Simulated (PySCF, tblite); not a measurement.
# C4H8AlClO: geometry, infrared bands and NMR shifts

Wanted: the infrared bands and NMR shifts of C4H8AlClO (`C=[CH][Al]([Cl])[O]CC`), by calculation.

Computed with tblite 0.8.0 and PySCF 2.14.0, with density-fitted response routines of our own, on a single molecule in the gas phase. Atoms are numbered from 0 throughout.

**1. The starting structure**

15 atoms, charge 0, multiplicity 1; geometry from: force field or distance geometry start.

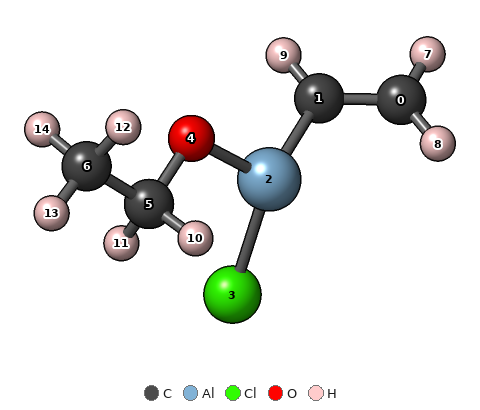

The starting geometry (carbon dark grey, aluminium light blue, chlorine green, oxygen red, hydrogen pink), atoms numbered.

**2. Geometry optimisation with GFN2-xTB**

Job settings and geometry (Å):

```
{"job": {"kind": "relax", "xc": "GFN2-xTB", "basis": "xTB"}, "charge": 0, "multiplicity": 1}
C      3.582500     0.414000     0.554000
C      2.520500     0.750900    -0.228500
Al     0.959500    -0.453700    -0.182900
Cl     0.956300    -2.065700    -1.728700
O     -0.688100     0.404100     0.007000
C     -1.706400    -0.527300    -0.272500
C     -3.013100     0.240000    -0.108100
H      4.429600     1.096700     0.520600
H      3.571300    -0.478000     1.181900
H      2.526000     1.625000    -0.833300
H     -1.613700    -1.312700     0.531300
H     -1.610200    -0.982100    -1.265600
H     -2.960200     0.661200     0.937800
H     -3.873800    -0.419900    -0.273300
H     -3.084700     1.055500    -0.872800
```

Command:

```bash
OMP_NUM_THREADS=1 python probes_run.py task.json out
```

This one command runs all jobs of the session in turn.

Log:

```text
step      E/eV     max force
  0    -608.02167    3.122
  1    -608.40825    2.372
  2    -608.78311    2.093
  3    -608.90329    1.483
  4    -609.01560    0.927
  5    -609.04952    0.639
  6    -609.12614    0.696
  7    -609.14582    0.581
  8    -609.17513    0.401
  9    -609.18905    0.377
 10    -609.20836    0.465
 11    -609.22887    0.537
 12    -609.25382    0.480
 13    -609.27266    0.288
 14    -609.28405    0.261
 15    -609.29201    0.283
 16    -609.30367    0.301
 17    -609.31739    0.269
 18    -609.32842    0.256
 19    -609.33683    0.289
 20    -609.34739    0.313
 21    -609.36366    0.434
 22    -609.38514    0.543
 23    -609.40409    0.482
 24    -609.41832    0.313
 25    -609.42971    0.328
 26    -609.44511    0.413
 27    -609.46761    0.430
 28    -609.48897    0.443
 29    -609.50438    0.450
 30    -609.52027    0.317
 31    -609.53250    0.305
 32    -609.54281    0.212
 33    -609.55140    0.216
 34    -609.55844    0.223
 35    -609.56758    0.304
 36    -609.57704    0.278
 37    -609.58523    0.277
 38    -609.59314    0.236
 39    -609.60202    0.275
 40    -609.61372    0.285
 41    -609.62710    0.293
 42    -609.64267    0.305
 43    -609.66098    0.372
 44    -609.68507    0.405
 45    -609.70339    0.553
 46    -609.71813    0.351
 47    -609.73443    0.270
 48    -609.75046    0.264
 49    -609.76315    0.364
 50    -609.77583    0.243
 51    -609.78521    0.289
 52    -609.79021    0.240
 53    -609.79596    0.243
 54    -609.80031    0.166
 55    -609.80459    0.133
 56    -609.80779    0.170
 57    -609.81347    0.179
 58    -609.82155    0.182
 59    -609.82940    0.205
 60    -609.83418    0.172
 61    -609.83659    0.212
 62    -609.84013    0.195
 63    -609.84261    0.109
 64    -609.84476    0.098
 65    -609.84736    0.158
 66    -609.85061    0.182
 67    -609.85441    0.156
 68    -609.85778    0.127
 69    -609.86010    0.132
 70    -609.86184    0.110
 71    -609.86329    0.137
 72    -609.86377    0.154
 73    -609.86435    0.059
 74    -609.86459    0.039
 75    -609.86475    0.032
 76    -609.86498    0.038
 77    -609.86515    0.049
 78    -609.86538    0.041
 79    -609.86566    0.041
 80    -609.86605    0.053
 81    -609.86650    0.066
 82    -609.86708    0.101
 83    -609.86782    0.103
 84    -609.86856    0.080
 85    -609.86906    0.049
 86    -609.86937    0.040
 87    -609.86961    0.043
 88    -609.86979    0.041
 89    -609.86998    0.037
 90    -609.87020    0.037
 91    -609.87051    0.049
 92    -609.87101    0.061
 93    -609.87176    0.071
 94    -609.87278    0.072
 95    -609.87391    0.067
 96    -609.87480    0.055
 97    -609.87528    0.049
 98    -609.87547    0.048
 99    -609.87564    0.030
100    -609.87575    0.038
101    -609.87588    0.032
102    -609.87596    0.037
103    -609.87603    0.015
104    -609.87607    0.014
105    -609.87610    0.014
106    -609.87613    0.017
107    -609.87617    0.015
108    -609.87620    0.015
109    -609.87625    0.018
110    -609.87632    0.025
111    -609.87639    0.026
112    -609.87644    0.017
113    -609.87647    0.015
114    -609.87650    0.015
115    -609.87655    0.023
116    -609.87661    0.025
117    -609.87664    0.016
118    -609.87665    0.007
```

Wall time 0.92 s (1 thread of Arm Neoverse V1, shared host).

Step by step: (not every step is listed)

| step | energy from step 0 (eV) | largest force (eV/Å) |
| --- | --- | --- |
| 0 | 0.0000 | 3.1224 |
| 1 | -0.3866 | 2.3716 |
| 2 | -0.7614 | 2.0929 |
| 3 | -0.8816 | 1.4827 |
| 4 | -0.9939 | 0.9267 |
| 5 | -1.0279 | 0.6392 |
| 6 | -1.1045 | 0.6957 |
| 7 | -1.1241 | 0.5808 |
| 8 | -1.1535 | 0.4009 |
| 18 | -1.3068 | 0.2561 |
| 28 | -1.4673 | 0.4428 |
| 38 | -1.5715 | 0.2357 |
| 48 | -1.7288 | 0.2639 |
| 58 | -1.7999 | 0.1816 |
| 68 | -1.8361 | 0.1274 |
| 78 | -1.8437 | 0.0410 |
| 88 | -1.8481 | 0.0410 |
| 98 | -1.8538 | 0.0484 |
| 108 | -1.8545 | 0.0146 |
| 113 | -1.8548 | 0.0152 |
| 114 | -1.8548 | 0.0149 |
| 115 | -1.8549 | 0.0232 |
| 116 | -1.8549 | 0.0250 |
| 117 | -1.8550 | 0.0156 |
| 118 | -1.8550 | 0.0071 |

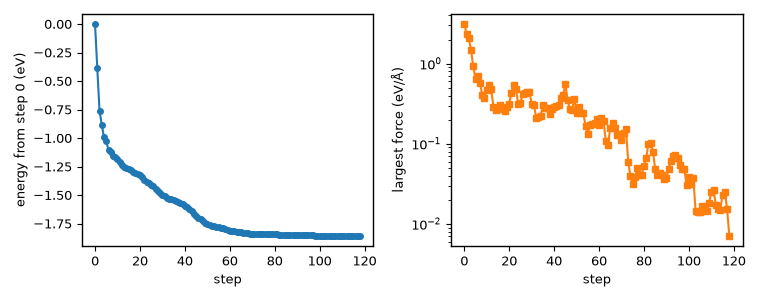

Energy and force, step by step.

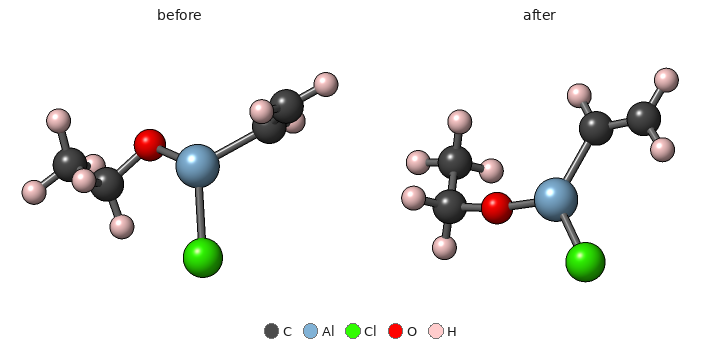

Before and after, at one scale.

Close pairs (by a distance rule), those that changed most:

| bond | before (Å) | after (Å) | change (Å) |
| --- | --- | --- | --- |
| Al2–O4 | 1.867 | 1.648 | -0.219 |
| Al2–Cl3 | 2.233 | 2.034 | -0.200 |
| C6–H12 | 1.129 | 1.087 | -0.041 |
| C0–C1 | 1.361 | 1.328 | -0.033 |
| C6–H14 | 1.120 | 1.088 | -0.033 |
| C5–H10 | 1.128 | 1.097 | -0.031 |
| C1–H9 | 1.063 | 1.088 | +0.025 |
| O4–C5 | 1.408 | 1.397 | -0.011 |

The end geometry stands in the next job.

**3. Harmonic vibrations with GFN2-xTB**

Job settings and geometry (Å):

```
{"job": {"kind": "ir", "xc": "GFN2-xTB", "basis": "xTB"}, "charge": 0, "multiplicity": 1}
C      3.244155     0.780745     0.220953
C      1.922388     0.651269     0.242860
Al     1.016899    -0.944385    -0.505185
Cl     2.061110    -2.473265    -1.346300
O     -0.627276    -1.033263    -0.430861
C     -2.008943    -0.864603    -0.309595
C     -2.370637     0.602442    -0.120285
H      3.759592     1.641903     0.627065
H      3.877505     0.019414    -0.210659
H      1.333633     1.449568     0.689498
H     -2.359786    -1.449363     0.549185
H     -2.490761    -1.253698    -1.214647
H     -1.904519     0.983147     0.785294
H     -3.448669     0.716171    -0.043758
H     -2.009108     1.181909    -0.966789
```

Log:

```text
mode    cm-1     km/mol
  1       7.0      0.06
  2      60.0      0.09
  3      80.5      0.07
  4      90.7      1.27
  5     131.3      3.59
  6     146.9      5.26
  7     207.8      2.37
  8     261.8     10.42
  9     263.6     13.00
 10     409.0      8.97
 11     431.0     31.99
 12     454.5      1.34
 13     649.8    138.43
 14     691.3     59.58
 15     831.9      3.15
 16     921.4      9.54
 17     968.6     13.20
 18     989.1     11.69
 19    1034.2     15.38
 20    1090.9      4.70
 21    1149.3      6.24
 22    1213.6    279.09
 23    1227.1    110.94
 24    1257.0      0.43
 25    1336.0      3.24
 26    1397.6      5.93
 27    1400.9      2.25
 28    1476.5      4.05
 29    1479.9      0.27
 30    1493.3      1.92
 31    1629.2      5.54
 32    2900.5     45.50
 33    2919.2     54.80
 34    2969.8     49.08
 35    3035.6     31.45
 36    3036.2     55.53
 37    3039.5     18.02
 38    3044.5     42.23
 39    3068.6     41.29
```

Wall time 0.55 s (1 thread of Arm Neoverse V1, shared host).

The strongest bands and the atoms that carry them (share of the mass-weighted mode):

| cm⁻¹ | km/mol | atoms |
| --- | --- | --- |
| 650 | 138.4 | Al2 54 %, C1 25 % |
| 691 | 59.6 | Al2 52 %, C5 28 % |
| 1214 | 279.1 | O4 45 %, C5 31 % |
| 1227 | 110.9 | H9 46 %, C1 13 %, C0 11 % |
| 2900 | 45.5 | H11 46 %, H10 45 % |
| 2919 | 54.8 | H10 48 %, H11 48 % |
| 2970 | 49.1 | H9 92 % |
| 3036 | 55.5 | H7 85 % |

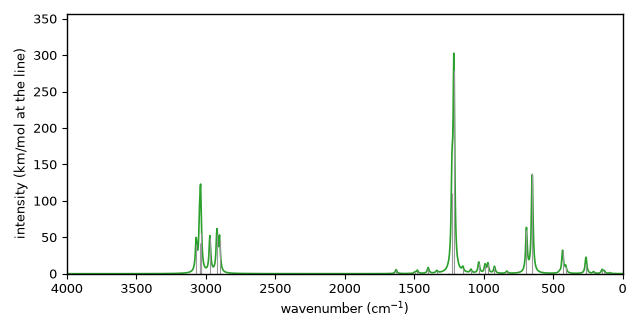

The infrared spectrum from these modes, unscaled. Lines are broadened to a width of 14 cm⁻¹ (Lorentzian).

**4. NMR shieldings: PBE0/pcSseg-1**

The job, as its differences from that of step 3:

```diff
@@ -1,2 +1,2 @@
-{"job": {"kind": "ir", "xc": "GFN2-xTB", "basis": "xTB"}, "charge": 0, "multiplicity": 1}
+{"job": {"kind": "nmr", "xc": "PBE0", "basis": "pcSseg-1"}, "charge": 0, "multiplicity": 1}
 C      3.244155     0.780745     0.220953
```

Level: GIAO PBE0/pcSseg-1 NMR shielding, non-relativistic, gas phase.

Log:

```text
coarse grid: 13640 points
cycle   1  E = -934.4117966509  dE =  6.266e-01  |g| = 8.046e-01  |ddm| = 3.424e+00
cycle   2  E = -934.2053735743  dE =  2.064e-01  |g| = 1.313e+00  |ddm| = 1.486e+00
cycle   3  E = -934.5356256293  dE = -3.303e-01  |g| = 1.775e-01  |ddm| = 1.042e+00
cycle   4  E = -934.5423477797  dE = -6.722e-03  |g| = 4.150e-02  |ddm| = 1.719e-01
cycle   5  E = -934.5427427671  dE = -3.950e-04  |g| = 8.069e-03  |ddm| = 3.591e-02
cycle   6  E = -934.5427564990  dE = -1.373e-05  |g| = 3.337e-03  |ddm| = 1.053e-02
cycle   7  E = -934.5427586415  dE = -2.142e-06  |g| = 1.225e-03  |ddm| = 3.252e-03
final grid: 122656 points
cycle   8  E = -934.5938176173  dE = -2.148e-05  |g| = 1.190e-02  |ddm| = 1.978e-02
cycle   9  E = -934.5937865716  dE =  3.105e-05  |g| = 1.749e-02  |ddm| = 1.789e-02
cycle  10  E = -934.5938449709  dE = -5.840e-05  |g| = 1.860e-03  |ddm| = 1.142e-02
cycle  11  E = -934.5938456889  dE = -7.179e-07  |g| = 2.587e-04  |ddm| = 1.517e-03
cycle  12  E = -934.5938457030  dE = -1.410e-08  |g| = 5.464e-05  |ddm| = 2.397e-04
cycle  13  E = -934.5938457034  dE = -3.954e-10  |g| = 3.371e-05  |ddm| = 6.208e-05
cycle  14  E = -934.5938457037  dE = -2.876e-10  |g| = 7.092e-06  |ddm| = 2.964e-05
converged SCF energy = -934.5938457037

GIAO shielding tensors (ppm)
atom      isotropic    diamagn.    paramagn.     s11        s22        s33       span
  0 C       32.966     252.095    -219.128   -100.695     35.812    163.782    264.476
  1 C       42.446     258.415    -215.969    -68.952     28.118    168.172    237.123
  2 Al     446.596     799.266    -352.670    389.242    454.929    495.615    106.373
  3 Cl     986.004    1150.282    -164.278    872.741    983.142   1102.129    229.388
  4 O      260.669     402.820    -142.151    235.198    266.155    280.654     45.455
  5 C      120.782     239.561    -118.778     90.548    104.623    167.176     76.628
  6 C      163.682     249.508     -85.827    143.714    162.586    184.744     41.030
  7 H       24.865      28.423      -3.558     21.671     24.352     28.572      6.901
  8 H       25.221      29.887      -4.666     21.652     23.819     30.193      8.540
  9 H       25.435      33.555      -8.120     22.924     24.947     28.434      5.510
 10 H       27.255      28.419      -1.164     21.885     27.067     32.814     10.928
 11 H       27.242      27.685      -0.443     21.654     27.264     32.809     11.155
 12 H       30.182      32.020      -1.838     26.960     28.966     34.621      7.661
 13 H       30.622      28.019       2.603     26.773     27.470     37.622     10.849
 14 H       30.316      31.295      -0.979     27.368     28.991     34.590      7.222
```

Wall time 30 s (1 thread of Arm Neoverse V1, shared host); peak memory 0.78 GiB.

The references, computed at this level on geometries of the same kind, shield at (ppm): ¹H TMS 31.72, ¹³C TMS 186.9, ¹⁷O H2O 336.1, ²⁷Al AlH4- 490.0, ³⁵Cl HCl 950. Their shielding less the atom's gives the shift. The references are single molecules in the gas phase, so shifts against H2O, NH3, PH3, H3PO4 or CFCl3 are not on the usual liquid scales and can be off by tens of ppm. Shifts against hydride references such as AlH4− lie on their own scale. Atoms listed in one row are averaged.

| atoms | environment | σ (ppm) | δ (ppm) |
| --- | --- | --- | --- |
| C0 | terminal =CH2 carbon | 33.0 | 154.0 |
| C1 | alkene CH | 42.4 | 144.5 |
| C5 | sp3 CH2 bonded to O | 120.8 | 66.1 |
| C6 | methyl carbon | 163.7 | 23.2 |
| H7 | hydrogen on a terminal =CH2 carbon | 24.86 | 6.85 |
| H8 | hydrogen on a terminal =CH2 carbon | 25.22 | 6.50 |
| H9 | hydrogen on an alkene CH | 25.44 | 6.28 |
| H10, H11 | hydrogen on an sp3 CH2 bonded to O | 27.25 | 4.47 |
| H12, H13, H14 | hydrogen on a methyl carbon | 30.37 | 1.34 |
| Al2 | aluminium bonded to C, Cl, O | 446.6 | 43.4 |
| Cl3 | chlorine bonded to Al | 986 | -36 |
| O4 | oxygen bonded to C, Al | 260.7 | 75.4 |

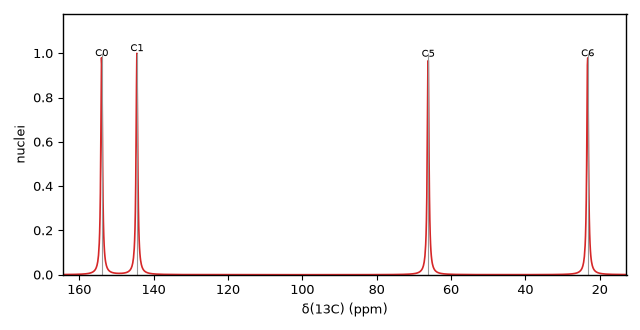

¹³C lines at the computed shifts, without couplings. Lines are broadened to a width of 0.52 ppm (Lorentzian).

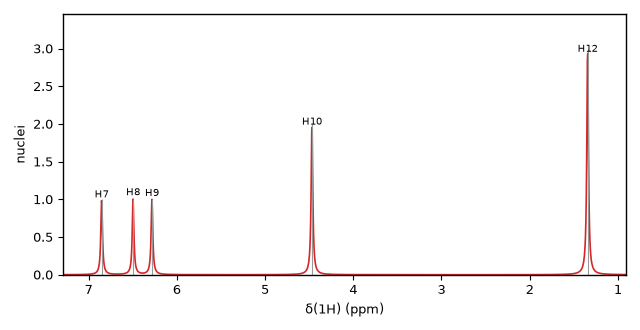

¹H lines at the computed shifts, without couplings. Lines are broadened to a width of 0.02 ppm (Lorentzian).

Charges from the same density, by scheme (e):

| atoms | Mulliken | IAO | Hirshfeld | ESP fit |
| --- | --- | --- | --- | --- |
| C0 | -0.15 | -0.26 | -0.09 | -0.34 |
| C1 | -0.53 | -0.50 | -0.20 | -0.42 |
| Al2 | 1.10 | 1.07 | 0.56 | 0.97 |
| Cl3 | -0.36 | -0.35 | -0.19 | -0.33 |
| O4 | -0.76 | -0.66 | -0.30 | -0.67 |
| C5 | 0.11 | -0.02 | 0.02 | 0.42 |
| C6 | -0.32 | -0.43 | -0.12 | -0.20 |

Mulliken charges:

C0 -0.15; C1 -0.53; Al2 1.10; Cl3 -0.36; O4 -0.76; C5 0.11; C6 -0.32; H7 0.12; H8 0.12; H9 0.13; H10 0.10; H11 0.10; H12 0.12; H13 0.11; H14 0.11

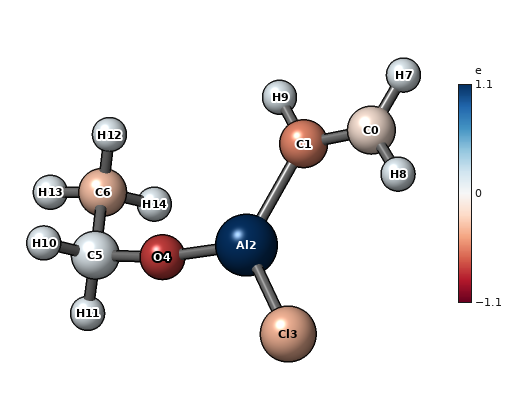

Mulliken charges, as colours on the atoms.

Mayer bond orders: C0–C1 1.95, C1–Al2 0.87, Al2–Cl3 1.00, Al2–O4 0.94, O4–C5 0.86, C5–C6 1.06.

The fields below are evaluated on a grid from the run's orbitals.

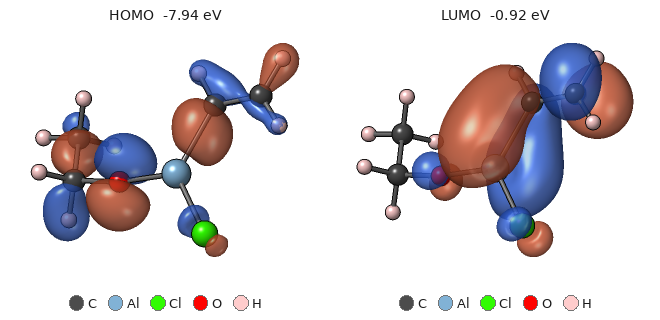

Frontier orbitals at PBE0/pcSseg-1; each surface holds 70 % of the orbital's density, blue and red mark the sign.

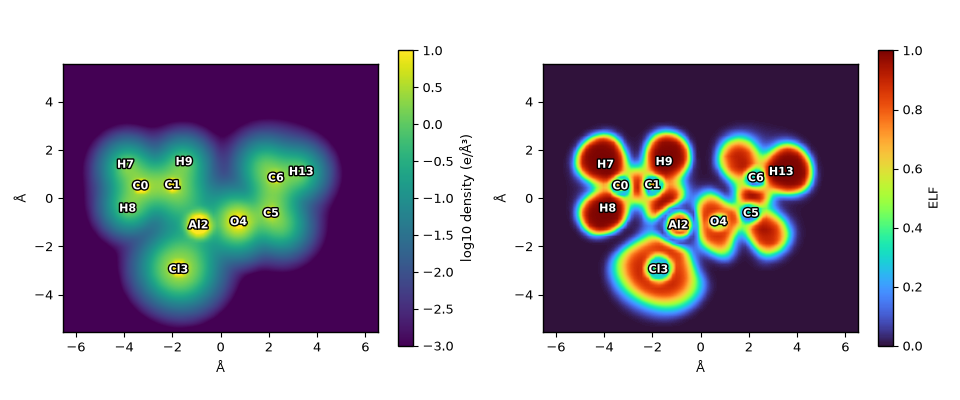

Density (left) and ELF (right) in a plane through or near 11 of the atoms.

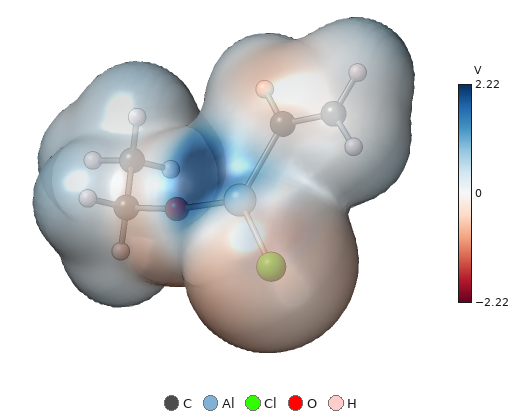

Electrostatic potential on the surface of density 0.002 e/bohr³; red is low, blue high. It runs from -0.73 V near O4 to 2.22 V near Al2.

**5. What came out**

| quantity | value |
| --- | --- |
| strongest single infrared mode (GFN2-xTB) | 1214 cm⁻¹, 279 km/mol |
| zero-point energy (GFN2-xTB) | 69.8 kcal/mol |
| ¹³C shifts against TMS (PBE0/pcSseg-1) | 154.0, 144.5, 66.1, 23.2 ppm |
| ¹H shifts against TMS (PBE0/pcSseg-1, means over atoms taken as alike) | 6.85, 6.50, 6.28, 4.47, 1.34 ppm |
| ²⁷Al shifts against AlH4- (PBE0/pcSseg-1) | 43.4 ppm |
| ³⁵Cl shifts against HCl (PBE0/pcSseg-1) | -36 ppm |
| ¹⁷O shifts against H2O (PBE0/pcSseg-1) | 75.4 ppm |
| surface potential, least and greatest | -0.73 V and 2.22 V |

Over 118 steps the energy fell by 1.855 eV; of the close pairs, Al2–O4 changed most, 1.867 to 1.648 Å. No mode is imaginary among the 39: a minimum at this level. The strongest single mode, at 1214 cm⁻¹, moves mainly O4 and C5. Unscaled tight-binding wavenumbers are off by several per cent, some by more. Its intensities can rank the bands wrongly. The most deshielded carbon is C0 (terminal =CH2 carbon), at 154.0 ppm: as expected for a trigonal carbon in a double bond. At PBE0/pcSseg-1: The widest tensor belongs to C0: span 264 ppm, with a paramagnetic part of -219 ppm. At PBE0/pcSseg-1, counted by nearest atom on the grid, the HOMO lies on O4 45 %; C1 15 %, the LUMO on Al2 31 %; C0, C1 about 20 % each.
